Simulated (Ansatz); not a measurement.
# WH2O4 (tungstic acid) at PBE0/def2-SVP (core potential)

Aim: the vertical ionisation energy of WH2O4 (tungstic acid) at PBE0/def2-SVP (core potential), from 2 runs. 

The results are computed with Ansatz 0.2.0.

## (1) Starting point

WH2O4 has 7 atoms, charge 0, and is taken as a singlet. SMILES: `[O]=[W](=[O])([OH])[OH]`. The coordinates come from a PBE0-D4/def2-TZVP relaxation. This is one conformer, not always the lowest.

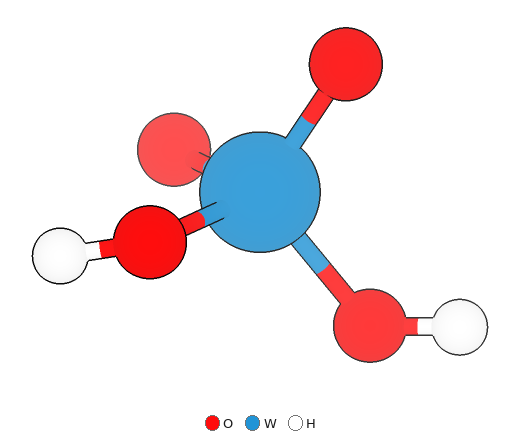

The structure, seen from a chosen angle (oxygen red, tungsten blue, hydrogen white).

## (2) The energy at PBE0/def2-SVP (core potential)

Input file molecule.yaml:

```yaml
crystal:
  periodic: [false, false, false]
  atoms:
    - symbol: O
      position_ang: [-1.405490, 1.320440, 0.101460]
    - symbol: W
      position_ang: [-0.074460, 0.262990, 0.223380]
    - symbol: O
      position_ang: [0.838560, 0.682730, 1.599940]
    - symbol: O
      position_ang: [-0.678990, -1.507810, 0.417510]
    - symbol: O
      position_ang: [0.980910, 0.441080, -1.323670]
    - symbol: H
      position_ang: [-1.588940, -1.793310, 0.309900]
    - symbol: H
      position_ang: [1.928400, 0.593870, -1.328530]
basis:
  gaussian:
    orbitals: def2-SVP
hamiltonian:
  xc: pbe0
accuracy: high
output: {orbitals: {seedname: orbitals}}
```

Started as:

```console
$ ansatz run molecule.yaml --threads 1 --pin off --max-ram 3480MiB --events-out events.jsonl --progress --plain --runs-dir runs
```

The log of the run:

```text
Warning: RAYON_NUM_THREADS=1 ignored (pool sized by the plan → 1); use --threads N
Functional definition: PBE0
  name "PBE0"
  parameter a = 0.25
  parameter kappa = 0.804
  parameter beta = 0.06672455060314922
  exchange = (1 - a)*pbe_x(kappa = kappa, mu = beta*pi^2/3) + a*exact_x
  correlation = pbe_c(beta = beta)
2166 factors; integrals over basis functions are off by at most 3.3e-9 eV
mean field evaluation 1: about -10016.1574 eV, gradient 1.0e2 eV
mean field evaluation 2: about -9868.9508 eV, gradient 2.9e2 eV
mean field evaluation 4: about -10034.7270 eV, gradient 2.3e1 eV
mean field evaluation 8: about -10035.8630 eV, gradient 1.4e0 eV
mean field evaluation 16: about -10035.8670 eV, gradient 6.4e-5 eV
mean field -10035.86698908 eV, -368.8113092938 hartree, gradient 8.7e-8 eV, S^2 0.000000; 0 other end points of the search recorded, 0 dependent functions left out
reference -10035.86699312 eV, -368.8113094422 hartree; 24, 24 occupied and 74, 74 virtual orbitals, 2166 factors
Total energy: -10035.86699312 eV, -368.8113094422 hartree
```

It took 11 s on 1 thread of Arm Neoverse V1, shared host; peak memory 0.36 GiB.

## (3) The doublet cation at the same level

Input file input.yaml:

```yaml
crystal:
  periodic: [false, false, false]
  atoms:
    - {symbol: O, position_ang: [-1.405490, 1.320440, 0.101460]}
    - {symbol: W, position_ang: [-0.074460, 0.262990, 0.223380]}
    - {symbol: O, position_ang: [0.838560, 0.682730, 1.599940]}
    - {symbol: O, position_ang: [-0.678990, -1.507810, 0.417510]}
    - {symbol: O, position_ang: [0.980910, 0.441080, -1.323670]}
    - {symbol: H, position_ang: [-1.588940, -1.793310, 0.309900]}
    - {symbol: H, position_ang: [1.928400, 0.593870, -1.328530]}
basis:
  gaussian:
    orbitals: def2-SVP
accuracy: high
total_charge: 1
magnetization:
  spin_polarized: true
  initial_magnetization: 1
output: {orbitals: {seedname: orbitals}}
hamiltonian:
  xc: pbe0
```

Started as:

```console
$ ansatz run input.yaml --threads 1 --pin off --max-ram 3480MiB --events-out events.jsonl --progress --plain --runs-dir runs
```

The log of the run, shortened:

```text
Warning: RAYON_NUM_THREADS=1 ignored (pool sized by the plan → 1); use --threads N
[... 7 set-up lines as earlier in the session ...]
2165 factors; integrals over basis functions are off by at most 3.3e-9 eV
mean field evaluation 1: about -10002.7446 eV, gradient 7.9e1 eV
mean field evaluation 2: about -9892.0479 eV, gradient 1.8e2 eV
mean field evaluation 4: about -10024.4907 eV, gradient 5.3e0 eV
mean field evaluation 8: about -10024.8070 eV, gradient 7.3e-1 eV
mean field evaluation 16: about -10024.8111 eV, gradient 1.6e-2 eV
mean field evaluation 32: about -10024.8111 eV, gradient 1.2e-4 eV
mean field evaluation 64: about -10024.7806 eV, gradient 2.2e0 eV
mean field -10024.81114199 eV, -368.4050144073 hartree, gradient 7.3e-8 eV, S^2 0.798710; 6 other end points of the search recorded, 0 dependent functions left out
reference -10024.81114648 eV, -368.4050145721 hartree; 24, 23 occupied and 74, 75 virtual orbitals, 2165 factors
Total energy: -10024.81114648 eV, -368.4050145721 hartree
```

Wall time 46 s (1 thread of Arm Neoverse V1, shared host); peak memory 0.53 GiB.

## (4) Results

Level: PBE0/def2-SVP (core potential).

```
                                          quantity          value
                       singlet WH2O4: total energy  -368.81131 Eh
                        singlet WH2O4: HOMO energy       -8.88 eV
                        singlet WH2O4: LUMO energy       -1.47 eV
                      singlet WH2O4: HOMO–LUMO gap        7.41 eV
                      doublet cation: total energy  -368.40501 Eh
doublet cation: HOMO energy (highest over α and β)      -16.00 eV
 doublet cation: LUMO energy (lowest over α and β)      -13.19 eV
                              doublet cation: ⟨S²⟩          0.799
vertical ionisation energy (to the doublet cation)      11.056 eV
```

What this shows: Removing an electron at fixed nuclei costs 11.06 eV (1067 kJ/mol). −ε(HOMO) before ionisation, 8.88 eV, is 2.17 eV below this ionisation energy.
